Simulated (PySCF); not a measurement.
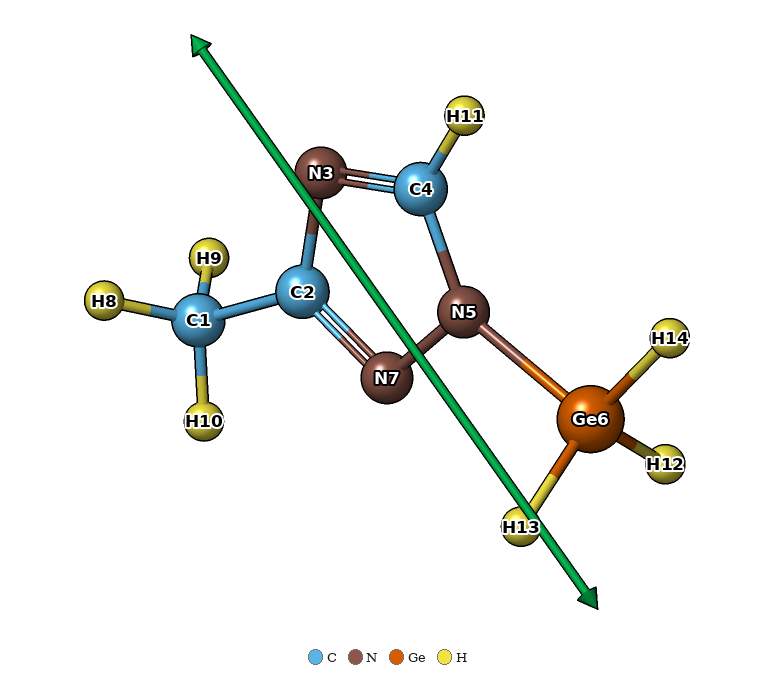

The double arrow shows the direction of the transition dipole to excited singlet state 3 (its length means nothing). Computed geometry: GFN2-xTB optimisation. No frequency run is at hand to confirm it as a minimum. Method: TDDFT CAM-B3LYP/def2-SVPD, vertical, gas phase, core orbitals frozen in the response (PySCF 2.14.0).

Give its energy, strength and character.

Answer. 6.90 eV (180 nm), oscillator strength 0.16, mainly HOMO → LUMO+2 (weight 0.80); transition dipole 2.50 D.

The geometry is semi-empirical. Around Ge such bond lengths and angles can be off by a tenth of an ångström or more and by several degrees, and values that hang on the shape move with them.
